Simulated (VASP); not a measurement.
# NaSrLiS2 with PBE: from relaxation to properties, part 3 of 7

What structure does NaSrLiS2 take at this level, and what are its properties? The cell is invented: it takes the structure of a Materials Project entry for NaLiCdS2 (space group 156 there), with some of its atoms replaced by other elements, volume scaled by an estimate. It may not be a known or stable phase. Left out of this account: 1 further run (vcrelax: its dispersion library returned no energy). The atoms of the start are displaced at random from the sites of a P3m1 cell.

VASP 6.6.1, plane waves and PAW; the level of theory is named at each step.

So far, gap on the k-mesh (eV): step 2 (rough relaxation of the start cell) 2.69; step 3 (relaxing cell and atoms (PBE)) 2.68. The relaxed cell has a = 4.366, c = 7.494 Å (conventional setting).

## (4) Single point with fields (PBE)

Level of this step: PBE; plane waves and PAW (Sr_sv, S, Na_pv, Li_sv); invented cell (VASP).

A single point on the relaxed cell gives a clean self-consistent state, with density, ELF and potential written out.

Input file INCAR:

```
SYSTEM = NaSrLiS2
PREC = Accurate
ENCUT = 650
EDIFF = 1E-06
NELM = 100
ISMEAR = 0
SIGMA = 0.05
LREAL = .FALSE.
ALGO = Normal
GGA = PE
NBANDS = 22
LORBIT = 11
LWAVE = .FALSE.
LCHARG = .TRUE.
ISIF = 2
LELF = .TRUE.
LVHAR = .TRUE.
```

Input file POSCAR:

```
NaSrLiS2
1.0
    4.3660983257      0.0000000000      0.0000000000
   -2.1830491678      3.7811520644      0.0000000000
    0.0000000000      0.0000000000      7.4936637596
Sr S Na Li
1 2 1 1
Direct
    0.6666666670      0.3333333330      0.3571367486
    0.3333333330      0.6666666670      0.1821602464
    0.6666666670      0.3333333330      0.7400622896
    0.0000000000      0.0000000000      0.9665531349
    0.3333333330      0.6666666670      0.7515155805
```

Input file KPOINTS:

```
Automatic mesh
0
Gamma
6 6 3
0 0 0
```

Potentials, in the order of the species: Sr_sv, S, Na_pv and Li_sv (PBE family, release 64).

Started as:

```bash
$ mpirun -np 2 vasp_std
```

Output:

```text
[banner, memory and clock lines left out]
running    2 mpi-ranks, on    1 nodes
 distrk:  each k-point on    2 cores,    1 groups
 distr:  one band on    1 cores,    2 groups

 POSCAR found type information on POSCAR SrS NaLi
 POSCAR found :  4 types and       5 ions
 LDA part: xc-table for (Slater+PW92), standard interpolation
 POSCAR, INCAR and KPOINTS ok, starting setup
 FFT: planning ... GRIDC
 FFT: planning ... GRID_SOFT
 FFT: planning ... GRID
 WAVECAR not read
 entering main loop
       N       E                     dE             d eps       ncg     rms          rms(c)
DAV:   1     0.259615939717E+03    0.25962E+03   -0.15283E+04   748   0.166E+03
DAV:   2     0.965934495555E+01   -0.24996E+03   -0.23497E+03   782   0.363E+02
DAV:   3    -0.195498452130E+02   -0.29209E+02   -0.28765E+02  1232   0.107E+02
DAV:   4    -0.214451781412E+02   -0.18953E+01   -0.18831E+01  1216   0.246E+01
DAV:   5    -0.216046134235E+02   -0.15944E+00   -0.15941E+00  1162   0.479E+00    0.169E+01
DAV:   6    -0.202978718982E+02    0.13067E+01   -0.26916E+00   966   0.688E+00    0.117E+01
DAV:   7    -0.202395369654E+02    0.58335E-01   -0.11485E+00  1096   0.469E+00    0.386E+00
DAV:   8    -0.202302731732E+02    0.92638E-02   -0.25487E-01   946   0.224E+00    0.732E-01
DAV:   9    -0.202291560595E+02    0.11171E-02   -0.16426E-02   952   0.635E-01    0.283E-01
DAV:  10    -0.202310426634E+02   -0.18866E-02   -0.21860E-03   884   0.248E-01    0.117E-01
DAV:  11    -0.202317447988E+02   -0.70214E-03   -0.68164E-04  1028   0.143E-01    0.679E-02
DAV:  12    -0.202319065452E+02   -0.16175E-03   -0.25033E-04   956   0.751E-02    0.236E-02
DAV:  13    -0.202319324083E+02   -0.25863E-04   -0.36288E-05  1018   0.288E-02    0.993E-03
DAV:  14    -0.202319374899E+02   -0.50816E-05   -0.64219E-06   790   0.115E-02    0.446E-03
DAV:  15    -0.202319392771E+02   -0.17872E-05   -0.15467E-06   756   0.663E-03    0.295E-03
DAV:  16    -0.202319395674E+02   -0.29029E-06   -0.34233E-07   638   0.362E-03
   1 F= -.20231940E+02 E0= -.20231940E+02  d E =-.732382E-15
```

Wall time 15 s (2 MPI ranks of Intel Xeon 6975P-C (Granite Rapids), shared host); peak memory 0.44 GiB.

Parts of OUTCAR (step 4):

```text
  LATTYP: Found a hexagonal cell.
 ALAT       =     4.3660983257
 C/A-ratio  =     1.7163295924

The static configuration has the point symmetry C_3v.

 Found     17 irreducible k-points:

   ENCUT  =  650.0 eV  47.77 Ry    6.91 a.u.   9.08  9.08 15.58*2*pi/ulx,y,z

   NELECT =      32.0000    total number of electrons

 E-fermi :   1.0142

 k-point     1 :       0.0000    0.0000    0.0000
  band No.  band energies     occupation
    ...
     12       0.1036      2.00000
     13       0.1036      2.00000
     14       0.5164      2.00000
     15       0.7279      2.00000
     16       0.7279      2.00000
     17       3.4295      0.00000
     18       5.7783      0.00000
     19       6.0438      0.00000
     20       6.0438      0.00000
     21       7.0671      0.00000
    ...

 k-point     2 :       0.1667    0.0000    0.0000
  band No.  band energies     occupation
    ...
     12      -0.2298      2.00000
     13       0.1081      2.00000
     14       0.2323      2.00000
     15       0.5566      2.00000
     16       0.5962      2.00000
     17       4.1043      0.00000
     18       5.3464      0.00000
     19       5.9262      0.00000
     20       6.1191      0.00000
     21       6.8584      0.00000
    ...

  Total        0.0087292      0.0087292      0.0024352     -0.0000000     -0.0000000     -0.0000000
  in kB        0.1130511      0.1130511      0.0315381     -0.0000000     -0.0000000     -0.0000000
  external PRESSURE =       0.0858801 kB  Pullay stress =       0.0000000 kB

  energy-cutoff  :      650.00
  volume of cell :      123.71
      direct lattice vectors                 reciprocal lattice vectors
     4.366098326  0.000000000  0.000000000     0.229037444  0.132234830  0.000000000
    -2.183049168  3.781152064  0.000000000     0.000000000  0.264469660  0.000000000
     0.000000000  0.000000000  7.493663760     0.000000000  0.000000000  0.133446073

 POSITION                                       TOTAL-FORCE (eV/Angst)
 -----------------------------------------------------------------------------------
      2.18305      1.26038      2.67626        -0.000000      0.000000     -0.002835
     -0.00000      2.52077      1.36505        -0.000000     -0.000000      0.002087
      2.18305      1.26038      5.54578         0.000000      0.000000     -0.008251
      0.00000      0.00000      7.24302         0.000000     -0.000000      0.003554
     -0.00000      2.52077      5.63161        -0.000000     -0.000000      0.005445
 -----------------------------------------------------------------------------------
    total drift:                               -0.000001      0.000001     -0.001189

  FREE ENERGIE OF THE ION-ELECTRON SYSTEM (eV)
  ---------------------------------------------------
  free  energy   TOTEN  =       -20.2319395674 eV

  energy  without entropy=      -20.2319395674  energy(sigma->0) =      -20.23193957

[... 5 parts as in an earlier step ...]

[... 6 further parts left out ...]
```

Numbers from this step:

| Property | Result |
| --- | --- |
| SCF cycles | 16 |
| pressure | 0.008588 GPa |
| gap on the k-mesh | 2.680 eV |

Valence electrons inside each PAW sphere by angular momentum. Sphere charges, by row:

```tsv
atom	s (e)	p (e)	d (e)	tot (e)
Sr1	2.022	5.781	0.239	8.042
S2	1.319	2.449	0	3.768
S3	1.312	2.428	0	3.74
Na4	0.05	5.979	0	6.03
Li5	2.017	0.045	0	2.062
```

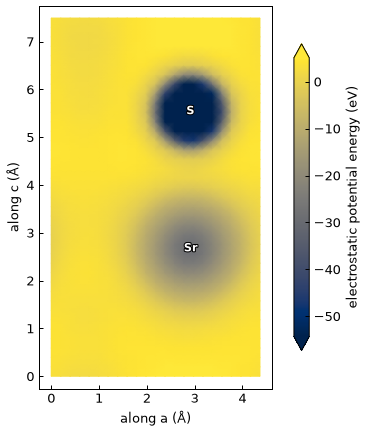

Electrostatic potential energy in the ac plane at fractional y = 0.333, with atoms of Sr and S within 0.2 Å of it. With pseudopotentials it is smooth inside the atoms' cores, unlike the true potential.

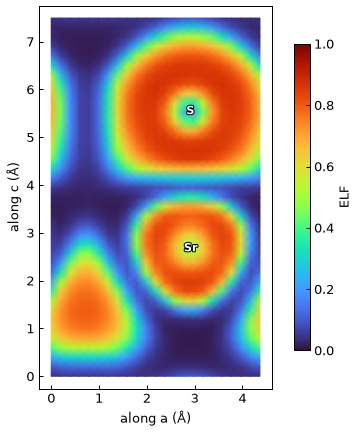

ELF in the ac plane at fractional y = 0.333, with atoms of Sr and S within 0.2 Å of it. It is the smooth field of the valence electrons, not physical close to the nuclei.

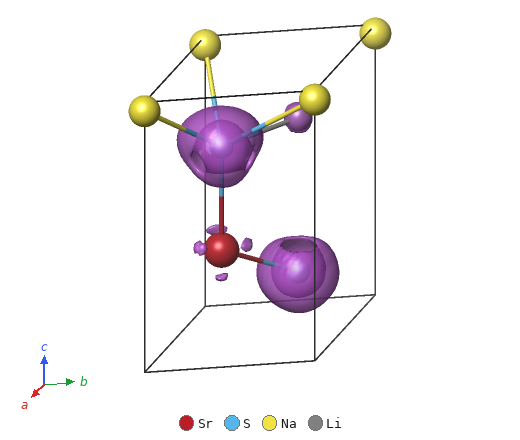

Surface of ELF = 0.85. Bonds to atoms that aren't drawn are left out.

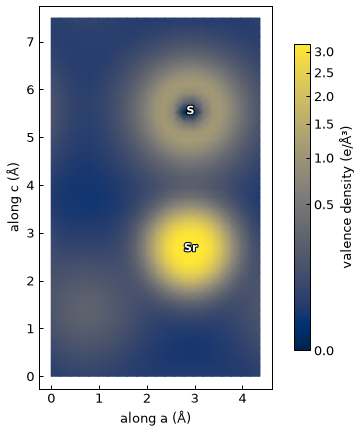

Valence density in the ac plane at fractional y = 0.333, with atoms of Sr and S within 0.2 Å of it. It is the smooth field of the valence electrons, not physical close to the nuclei. The colour scale is stretched toward low values.

In this run the pressure is 0.01 GPa, small enough to go on.

## (5) Bands along the symmetry lines (PBE)

Levels along the symmetry lines show where the bands peak and cross; KPOINTS_OPT computes them in the converged potential.

Input file INCAR:

```
SYSTEM = NaSrLiS2
PREC = Accurate
ENCUT = 650
EDIFF = 1E-06
NELM = 100
ISMEAR = 0
SIGMA = 0.05
LREAL = .FALSE.
ALGO = Normal
GGA = PE
NBANDS = 31
LORBIT = 11
LWAVE = .FALSE.
LCHARG = .FALSE.
KPAR = 2
```

POSCAR is that of step 4.

KPOINTS is that of step 4.

Input file KPOINTS_OPT:

```
Line mode
16
Line-mode
Reciprocal
  0.00000000   0.00000000   0.00000000 GAMMA
  0.50000000   0.00000000   0.00000000 M

  0.50000000   0.00000000   0.00000000 M
  0.33333333   0.33333333   0.00000000 K

  0.33333333   0.33333333   0.00000000 K
  0.00000000   0.00000000   0.00000000 GAMMA

  0.00000000   0.00000000   0.00000000 GAMMA
  0.00000000   0.00000000   0.50000000 A

  0.00000000   0.00000000   0.50000000 A
  0.50000000   0.00000000   0.50000000 L

  0.50000000   0.00000000   0.50000000 L
  0.33333333   0.33333333   0.50000000 H

  0.33333333   0.33333333   0.50000000 H
  0.00000000   0.00000000   0.50000000 A

  0.50000000   0.00000000   0.50000000 L
  0.50000000   0.00000000   0.00000000 M

  0.33333333   0.33333333   0.00000000 K
  0.33333333   0.33333333   0.50000000 H
```

Started as:

```bash
$ mpirun -np 2 vasp_std
```

Output:

```text
[... set-up lines as in an earlier step ...]
 entering main loop
       N       E                     dE             d eps       ncg     rms          rms(c)
DAV:   1     0.254775101964E+03    0.25478E+03   -0.14319E+04  1054   0.117E+03
DAV:   2     0.650273465649E+01   -0.24827E+03   -0.22595E+03  1085   0.291E+02
DAV:   3    -0.199437093249E+02   -0.26446E+02   -0.26074E+02  1643   0.832E+01
DAV:   4    -0.215185276187E+02   -0.15748E+01   -0.15499E+01  1717   0.171E+01
DAV:   5    -0.216064209574E+02   -0.87893E-01   -0.87880E-01  1445   0.263E+00    0.169E+01
DAV:   6    -0.203025052151E+02    0.13039E+01   -0.14372E+00  1402   0.484E+00    0.115E+01
DAV:   7    -0.202372906456E+02    0.65215E-01   -0.69648E-01  1364   0.328E+00    0.370E+00
DAV:   8    -0.202294978038E+02    0.77928E-02   -0.13744E-01  1403   0.142E+00    0.732E-01
DAV:   9    -0.202300046798E+02   -0.50688E-03   -0.87403E-03  1318   0.468E-01    0.298E-01
DAV:  10    -0.202312910328E+02   -0.12864E-02   -0.14487E-03  1257   0.163E-01    0.116E-01
DAV:  11    -0.202316817685E+02   -0.39074E-03   -0.23424E-04  1428   0.697E-02    0.866E-02
DAV:  12    -0.202318856326E+02   -0.20386E-03   -0.15320E-04  1243   0.447E-02    0.196E-02
DAV:  13    -0.202319347467E+02   -0.49114E-04   -0.61723E-05  1292   0.287E-02    0.968E-03
DAV:  14    -0.202319373146E+02   -0.25679E-05   -0.52980E-06  1285   0.809E-03    0.600E-03
DAV:  15    -0.202319392404E+02   -0.19259E-05   -0.15745E-06  1142   0.484E-03    0.284E-03
DAV:  16    -0.202319396731E+02   -0.43265E-06   -0.35196E-07   996   0.279E-03
   1 F= -.20231940E+02 E0= -.20231940E+02  d E =-.343660E-27
 Start KPOINTS_OPT (optional k-point list driver)
k-point batch [1-17\144]
       N       E                     dE             ncg
DAV:   1    -0.238590809852E+04   -0.11081E+05     1054
DAV:   2    -0.648768026182E+04   -0.41018E+04     1084
DAV:   3    -0.692980063753E+04   -0.44212E+03     1612
DAV:   4    -0.695877287653E+04   -0.28972E+02     1737
DAV:   5    -0.696022470419E+04   -0.14518E+01     1395
DAV:   6    -0.696024849387E+04   -0.23790E-01     1536
DAV:   7    -0.696024976777E+04   -0.12739E-02     1397
DAV:   8    -0.696024978749E+04   -0.19722E-04     1497
DAV:   9    -0.696024978815E+04   -0.65206E-06      927
[...]
k-point batch [137-144\144]
       N       E                     dE             ncg
DAV:   1     0.855877799283E+04   -0.10088E+05      496
DAV:   2     0.668171280287E+04   -0.18771E+04      512
DAV:   3     0.648069980839E+04   -0.20101E+03      757
DAV:   4     0.646644418349E+04   -0.14256E+02      824
DAV:   5     0.646579702418E+04   -0.64716E+00      698
DAV:   6     0.646579114277E+04   -0.58814E-02      736
DAV:   7     0.646579096211E+04   -0.18066E-03      714
DAV:   8     0.646579095960E+04   -0.25052E-05      704
DAV:   9     0.646579095953E+04   -0.76448E-07      515
```

The job ended after 1.8 min (2 MPI ranks; peak memory 0.75 GiB).

OUTCAR, selected parts (step 5):

```text
   k-points           NKPTS =     17   k-points in BZ     NKDIM =     17   number of bands    NBANDS=     31

   NELECT =      32.0000    total number of electrons

 E-fermi :   1.1251

 k-point     1 :       0.0000    0.0000    0.0000
  band No.  band energies     occupation
    ...
     12       0.1037      2.00000
     13       0.1037      2.00000
     14       0.5164      2.00000
     15       0.7279      2.00000
     16       0.7279      2.00000
     17       3.4295      0.00000
     18       5.7783      0.00000
     19       6.0438      0.00000
     20       6.0438      0.00000
     21       7.0671      0.00000
    ...

  Total        0.0079309      0.0079309      0.0017516     -0.0000000      0.0000000      0.0000000
  in kB        0.1027126      0.1027126      0.0226849     -0.0000000      0.0000000      0.0000000
  external PRESSURE =       0.0760367 kB  Pullay stress =       0.0000000 kB

 POSITION                                       TOTAL-FORCE (eV/Angst)
 -----------------------------------------------------------------------------------
      2.18305      1.26038      2.67626        -0.000000      0.000000     -0.002859
     -0.00000      2.52077      1.36505         0.000000     -0.000000      0.002207
      2.18305      1.26038      5.54578         0.000000      0.000000     -0.008371
      0.00000      0.00000      7.24302        -0.000000      0.000000      0.003562
     -0.00000      2.52077      5.63161        -0.000000     -0.000000      0.005461
 -----------------------------------------------------------------------------------
    total drift:                               -0.000001      0.000001     -0.001184

  FREE ENERGIE OF THE ION-ELECTRON SYSTEM (eV)
  ---------------------------------------------------
  free  energy   TOTEN  =       -20.2319396731 eV

  energy  without entropy=      -20.2319396731  energy(sigma->0) =      -20.23193967

[... 8 parts as in an earlier step ...]

[... 8 further parts left out ...]
```

Numbers from this step:

| Item | Value |
| --- | --- |
| bands | 31 |
| Fermi energy | 1.125 eV |
| pressure | 0.007604 GPa |
| least gap on mesh and path | 2.673 eV |
| least direct gap on mesh and path | 2.702 eV |
| valence top at k | 0, 0, 0.5 |

Electronic bands along the path, in eV, zero at the valence-band top; v1 is the highest filled band, c1 the lowest empty one:

```tsv
point	v4	v3	v2	v1	c1	c2	c3	c4
Γ	-0.65	-0.24	-0.03	-0.03	2.67	5.02	5.29	5.29
M	-0.93	-0.67	-0.49	-0.28	3.70	4.24	5.29	6.13
K	-1.17	-1.07	-0.69	-0.35	3.77	4.55	5.41	5.80
Γ	-0.65	-0.24	-0.03	-0.03	2.67	5.02	5.29	5.29
A	-0.68	-0.68	0.00	0.00	3.68	4.65	5.37	5.37
L	-0.81	-0.71	-0.33	-0.16	3.66	3.90	5.36	6.61
H	-1.37	-1.04	-0.35	-0.03	3.80	3.85	5.86	5.99
A	-0.68	-0.68	0.00	0.00	3.68	4.65	5.37	5.37
jump to L	-0.81	-0.71	-0.33	-0.16	3.66	3.90	5.36	6.61
M	-0.93	-0.67	-0.49	-0.28	3.70	4.24	5.29	6.13
jump to K	-1.17	-1.07	-0.69	-0.35	3.77	4.55	5.41	5.80
H	-1.37	-1.04	-0.35	-0.03	3.80	3.85	5.86	5.99
```

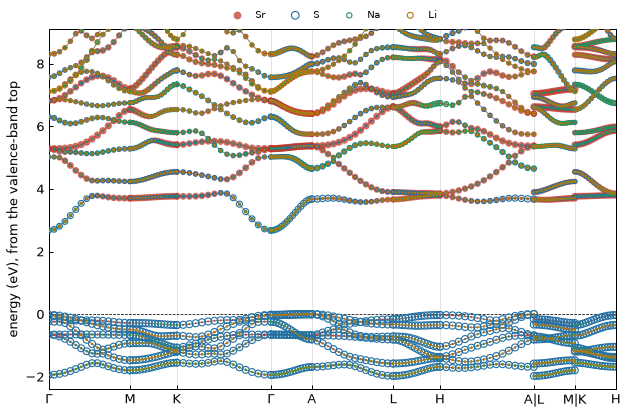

Electronic bands along the path; dots are coloured as in the legend, and their area grows with the weight.

The path finds the gap of the mesh within 0.02 eV, so the mesh comes close to both band edges.

## (6) Density of states (PBE)

Here the states are counted by energy and projected on the atoms. The mesh is finer than in the run before.

Edit INCAR of step 5 so:

```diff
@@ -5,3 +5,3 @@
 NELM = 100
-ISMEAR = 0
+ISMEAR = -5
 SIGMA = 0.05
@@ -15 +15,2 @@
 KPAR = 2
+NEDOS = 2001
```

POSCAR is that of step 5.

Input file KPOINTS:

```
Automatic mesh
0
Gamma
9 9 5
0 0 0
```

Started as:

```bash
$ mpirun -np 2 vasp_std
```

Output:

```text
[... set-up lines as in an earlier step ...]
 entering main loop
       N       E                     dE             d eps       ncg     rms          rms(c)
DAV:   1     0.255296803998E+03    0.25530E+03   -0.14333E+04  3108   0.117E+03
DAV:   2     0.702337326480E+01   -0.24827E+03   -0.22592E+03  3189   0.292E+02
DAV:   3    -0.198649799772E+02   -0.26888E+02   -0.26457E+02  4863   0.838E+01
DAV:   4    -0.215127866998E+02   -0.16478E+01   -0.16204E+01  4967   0.175E+01
DAV:   5    -0.216062336045E+02   -0.93447E-01   -0.93431E-01  4194   0.270E+00    0.169E+01
DAV:   6    -0.203025305071E+02    0.13037E+01   -0.14470E+00  4104   0.487E+00    0.115E+01
DAV:   7    -0.202374550556E+02    0.65075E-01   -0.70014E-01  4035   0.328E+00    0.371E+00
DAV:   8    -0.202295922067E+02    0.78628E-02   -0.13704E-01  4122   0.142E+00    0.731E-01
DAV:   9    -0.202300734071E+02   -0.48120E-03   -0.86375E-03  3848   0.462E-01    0.301E-01
DAV:  10    -0.202313900327E+02   -0.13166E-02   -0.14536E-03  3681   0.164E-01    0.115E-01
DAV:  11    -0.202317758921E+02   -0.38586E-03   -0.23102E-04  4208   0.690E-02    0.852E-02
DAV:  12    -0.202319852405E+02   -0.20935E-03   -0.16078E-04  3646   0.458E-02    0.189E-02
DAV:  13    -0.202320314310E+02   -0.46190E-04   -0.57629E-05  3786   0.278E-02    0.987E-03
DAV:  14    -0.202320341247E+02   -0.26937E-05   -0.53122E-06  3746   0.809E-03    0.609E-03
DAV:  15    -0.202320360124E+02   -0.18877E-05   -0.15702E-06  3358   0.485E-03    0.286E-03
DAV:  16    -0.202320364215E+02   -0.40916E-06   -0.33360E-07  2930   0.276E-03
   1 F= -.20232036E+02 E0= -.20232036E+02  d E =0.000000E+00
```

Elapsed: 56 s, on 2 MPI ranks; peak memory 0.9 GiB; 1.8 min of CPU time.

Parts of OUTCAR (step 6):

```text
   k-points           NKPTS =     50   k-points in BZ     NKDIM =     50   number of bands    NBANDS=     31

   NELECT =      32.0000    total number of electrons

 E-fermi :   0.7745

 k-point     1 :       0.0000    0.0000    0.0000
  band No.  band energies     occupation
    ...
     12       0.1037      2.00000
     13       0.1037      2.00000
     14       0.5163      2.00000
     15       0.7277      2.00000
     16       0.7277      2.00000
     17       3.4294      0.00000
     18       5.7783      0.00000
     19       6.0438      0.00000
     20       6.0438      0.00000
     21       7.0671      0.00000
    ...

  Total        0.0078344      0.0078344      0.0020362     -0.0000000      0.0000000      0.0000000
  in kB        0.1014620      0.1014620      0.0263710     -0.0000000      0.0000000      0.0000000
  external PRESSURE =       0.0764317 kB  Pullay stress =       0.0000000 kB

 POSITION                                       TOTAL-FORCE (eV/Angst)
 -----------------------------------------------------------------------------------
      2.18305      1.26038      2.67626         0.000000     -0.000000     -0.002869
     -0.00000      2.52077      1.36505         0.000000      0.000000      0.001997
      2.18305      1.26038      5.54578        -0.000000      0.000000     -0.008202
      0.00000      0.00000      7.24302        -0.000000     -0.000000      0.003615
     -0.00000      2.52077      5.63161         0.000000     -0.000000      0.005458
 -----------------------------------------------------------------------------------
    total drift:                               -0.000001      0.000001     -0.001182

  FREE ENERGIE OF THE ION-ELECTRON SYSTEM (eV)
  ---------------------------------------------------
  free  energy   TOTEN  =       -20.2320364215 eV

  energy  without entropy=      -20.2320364215  energy(sigma->0) =      -20.23203642

[... 7 parts as in an earlier step ...]

[... 9 further parts left out ...]
```

This step gave:

```yaml
irreducible_k_points: 50
fermi_energy: 0.7745 eV
pressure: 0.007643 GPa
valence_top_at_k: 0, 0, 0.4
gap_on_the_k_mesh: 2.676 eV
```

The density of states has structure finer than the step of the table below, so its rows give means over 1 eV, whole bins alone (the curve runs from -12.0 to 7.06 eV). Peaks (eV: height): total -10.1: 10.4, -9.9: 19.3, -0.7: 10.2, -0.2: 14.6; S p -1.4: 2.61, -0.7: 4.42, -0.4: 3.37, -0.2: 6.71; Sr d 3.7: 1.08, 5.6: 1.14, 5.8: 1.03, 7.0: 1.19; Sr p -10.1: 0.394, -9.9: 0.287, -0.2: 0.199, 3.7: 0.196; Na s -1.7: 0.155, 5.2: 0.204, 5.5: 0.174, 6.9: 0.101.

States under -12.0 eV and over 7.1 eV are left out. Density of states against energy, zero at the valence-band top; means over each step; values in states/eV/cell:

```tsv
energy (eV)	total	S p	Sr d	Sr p	Na s	S s
-11	0.00299	0	0	3.1e-5	6.9e-6	0.00186
-10	3.99	5.3e-4	0.0119	0.0936	0.00207	2.55
-9	0	0	0	0	0	0
-8	0	0	0	0	0	0
-7	0	0	0	0	0	0
-6	0	0	0	0	0	0
-5	0	0	0	0	0	0
-4	0	0	0	0	0	0
-3	0	0	0	0	0	0
-2	2.24	0.758	0.0359	0.0195	0.0399	0.00657
-1	6.02	2.42	0.129	0.0623	0.00561	0.0106
0	3.74	1.71	0.0644	0.0436	0.00144	0.00475
1	0	0	0	0	0	0
2	0	0	0	0	0	0
3	0.158	0.0153	0.00523	0.00145	0.00326	0.0115
4	3.46	0.217	0.575	0.0580	0.0162	0.0297
5	1.82	0.0813	0.348	0.0129	0.0712	0.0752
6	3.88	0.180	0.803	0.0356	0.0991	0.0868
```

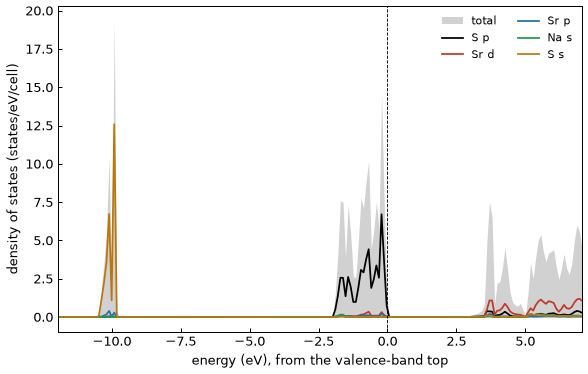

Density of states against energy.

The gap on this mesh is 2.68 eV. In the top eV of the valence band the largest shares in the PAW spheres are S p 44 %. The rest lies in smaller channels or between the spheres.

[end of part 3 of 7]

[Lines on the potential files, build, host, timing and source positions are cut from VASP's logs without a mark.]

[Logs are printed without paths, hosts, clocks, repeated set-up lines and the standing remarks that a program may print on its own settings, such as how far it seeks lower states.]

[Hosts, paths, dates, database ids (printed as entryN), source tags and the programs' standing remarks are cut or masked in the printed files.]

[A measured line is paired with the nearest computed mode of its activity, which favours agreement.]
